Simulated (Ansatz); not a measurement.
System: CH3FMgN (SMILES C=[NH+][Mg][F]) (charge +1).

```yaml
atoms:
  - { symbol: C, position_ang: [-0.6824, -1.8925, -0.7800] }
  - { symbol: F, position_ang: [-3.8378, -1.7212, 2.6537] }
  - { symbol: Mg, position_ang: [-2.6651, -1.3227, 1.4372] }
  - { symbol: N, position_ang: [-1.2617, -1.0192, -0.0411] }
  - { symbol: H, position_ang: [-0.9130, -2.9610, -0.6684] }
  - { symbol: H, position_ang: [0.0569, -1.6096, -1.5429] }
  - { symbol: H, position_ang: [-0.9551, -0.0597, -0.2488] }
```

Geometry: B3LYP-D3(BJ)/def2-SVP.

All numbers below come from isolated molecule in a Gaussian basis; Kohn-Sham density functional theory, functional PBE0 in Ansatz 0.2.0.

Q: What can the converged electron density and electron localisation function tell about the bonding?

A: C–N (1.28 Å): ρ at the midpoint is about 2.8 e/Å³; the ELF peaks at about 0.90 between the atoms; localised, covalent bonding.
Mg–F (1.74 Å): ρ at the midpoint is about 0.67 e/Å³; the ELF peaks at about 0.85 in the valence shell of F, 0.5 Å from its nucleus, and is about 0.20 at the midpoint: a largely ionic contact.
Mg–N (2.06 Å): ρ is about 0.44 e/Å³ halfway; the ELF peaks at about 0.95 in the valence shell of N, 0.7 Å from its nucleus, and falls to about 0.05 next to Mg: an ionic contact with no shared pair.
N–H (1.03 Å): the density is about 2.9 e/Å³ at the midpoint; the ELF climbs to about 1 towards the hydrogen, as it does in any bond to H: a covalent bond by its length.

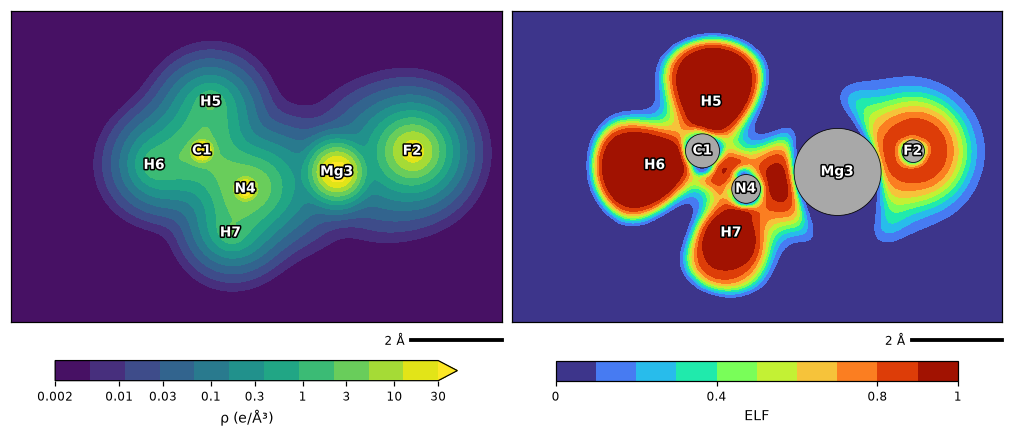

Computed electron density and electron localisation function on the molecular plane, in this order. Grey discs cover the atomic cores in the ELF map. 
